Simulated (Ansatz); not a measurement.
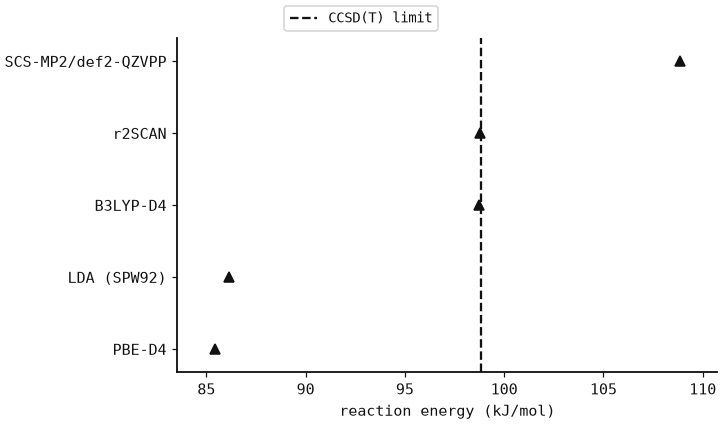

Electronic reaction energy of Si₂H₃OCl (Cl[SiH]1O[SiH2]1) + SiH₄ ([SiH4]) → Si₃H₆O ([SiH3][SiH]1O[SiH2]1) + HCl (Cl) (SMILES in brackets) at several levels (functionals in def2-TZVPP unless a basis is named), isolated molecules at PBE0-D4 triple-zeta geometries, minima by their frequencies, no zero-point or thermal terms, the Ansatz code. The line is frozen-core CCSD(T) at the basis limit (MP2 extrapolated from triple and quadruple zeta, plus CCSD(T) less MP2 in a smaller set). No dispersion term is added to r2SCAN. The distance of SCS-MP2/def2-QZVPP to the limit includes basis error.

**What range do the values span, the line included?**

From 85.4 kJ/mol (PBE-D4) to 108.9 kJ/mol (SCS-MP2/def2-QZVPP).

**Give the values.**

| level | kJ/mol | less CCSD(T) limit |
| --- | --- | --- |
| SCS-MP2/def2-QZVPP | 108.9 | 10.0 |
| r2SCAN | 98.8 | 0.0 |
| B3LYP-D4 | 98.7 | −0.1 |
| LDA (SPW92) | 86.2 | −12.7 |
| PBE-D4 | 85.4 | −13.4 |
| CCSD(T) limit | 98.8 | 0.0 |
